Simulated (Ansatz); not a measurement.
One crystal and one scan (energy against volume) at two levels, PBE-D3(BJ) (plane waves to 420 eV, PAW, scalar-relativistic; Ansatz, an electronic-structure program) and r2SCAN+rVV10 (plane waves to 500 eV, PAW, scalar-relativistic; Ansatz), each from its own relaxed cell and on its own mesh. The cell shown is that of PBE-D3(BJ).

TiTe₂ (CdI2 type)

```
TiTe2
1.0
    3.69732     0.00000     0.00000
   -1.84866     3.20197     0.00000
    0.00000     0.00000     6.38398
Ti Te
1 2
Cartesian
  0.00000   0.00000   0.00000
  0.00000   2.13465   1.73072
  1.84866   1.06732   4.65326
```

This relaxed cell (volume V₀) is scaled evenly in all directions, its shape held. The atoms relax within the cell's symmetry.

Energies are smeared free energies. Spin-orbit coupling is left out, though Te is heavy. TiTe2 is run without spin polarisation. TiTe2 was relaxed with its symmetry unable to fall. With the shape held, the modulus is that of even scaling; a crystal free to change shape is softer. Percentages come from the unrounded values. Both scans cover V/V₀ from 0.840 to 1.160.

```
quantity                                                                     PBE-D3(BJ)  r2SCAN+rVV10  PBE-D3(BJ) − r2SCAN+rVV10
---------------------------------------------------------------------------  ----------  ------------  -------------------------
Lattice constant a (Å)                                                            3.697         3.784            -0.087 (-2.3 %)
Lattice constant c (Å)                                                            6.384         6.602            -0.218 (-3.3 %)
Relaxed volume (Å³/atom)                                                          25.19         27.29             -2.10 (-7.7 %)
Pressure at the smallest volume (GPa)                                              12.2           9.4               +2.8 (+29 %)
Energy cost of the largest compression (meV/atom)                                   126           107                +19 (+18 %)
Energy cost of the largest expansion (meV/atom)                                      60            55                  +5 (+9 %)
Bulk modulus at fixed cell shape B₀ (third-order Birch-Murnaghan fit) (GPa)        41.9          34.2               +7.7 (+23 %)
Pressure derivative B₀′ (fit)                                                       6.0           5.3               +0.7 (+13 %)
Pressure for 5 % compression (fit) (GPa)                                            2.5           2.0                       +0.5
```

PBE-D3(BJ) gives the higher value for: pressure at the smallest volume; energy cost of the largest compression; energy cost of the largest expansion; bulk modulus at fixed cell shape B₀; pressure derivative B₀′; pressure for 5 % compression. PBE-D3(BJ) gives the lower value for: lattice constant a; lattice constant c; relaxed volume.

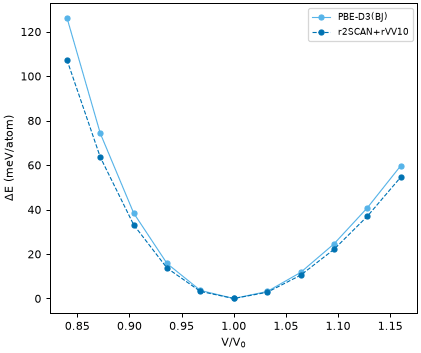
Fig. 1. ΔE, each from the relaxed starting cell of its own level.

(Under strain, the slope of the energy per volume gives the stress and its curvature an elastic modulus.)
